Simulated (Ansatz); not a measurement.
Electronic density of states of amorphous Si$_{24}$O$_{50}$Zr, density 2.31 g/cm³, on a 2×2×2 Γ-centred mesh with a Gaussian width of 0.1 eV; energies count from the Fermi level, whose place inside the gap is arbitrary. Cell and mesh are small, so fine structure isn't converged. Calculation: PBE, scalar-relativistic without spin-orbit coupling (plane waves to 420 eV, PAW; Ansatz, an electronic-structure program). Sampling: a 2×2×2 Γ-centred mesh; Fermi-Dirac width 0.02 eV; no spin polarisation. At PBE the levels at both edges of the gap are localised (band-tail or defect states), and the nearest spread-out levels lie 5.7 eV apart at the zone centre.

A CHGNet melt-quench gave the starting glass, which DFT then relaxed. O atoms were pushed apart under 1.9 Å during the dynamics, to hinder bonds among them. The hot cell started wider than the set density and was brought back towards it in steps. It is the lowest in DFT energy of 2 quenches. It is a model cell: composition and starting density were chosen by hand, and all elements were melted together. No dispersion term was used. Its density started from a set value of 2.31 and ended at 2.31 g/cm³. Cooling (nominally 320 K/ps over its main leg) ran many orders faster than in experiment, which tends to leave more defects and strain. One small periodic cell is one sample of the glass; other quenches scatter about these values. The volume was held where the preparation left it and the shape relaxed, at a PBE pressure of 2.4 GPa. Stress components on the final sampling reach 2.4 GPa.

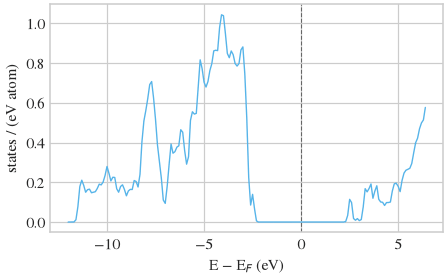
*Density of states per atom*

The gap between localised states on this mesh is 4.94 eV; the broadening fills part of it in the curve.
